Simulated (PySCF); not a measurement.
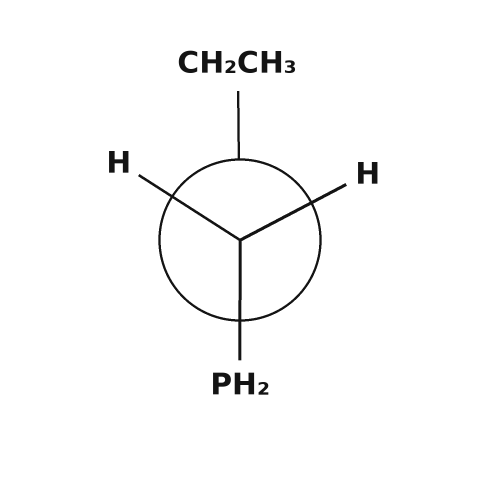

A Newman projection along the Ge–O bond, germanium in front; angles are drawn as computed, but eclipsed bonds slightly apart. The geometry was computed by an optimisation with PBE0-D3(BJ)/def2-SVP. No frequency run is at hand to confirm it as a minimum.

Q: Which molecule is it?

A: C2H9GeOP, CC[O][GeH2][PH2]

Q: What is the torsion angle from the front PH2 to the back CH2CH3? The sign is positive where the front bond must turn clockwise to cover the back bond.

A: 179°, antiperiplanar (anti).
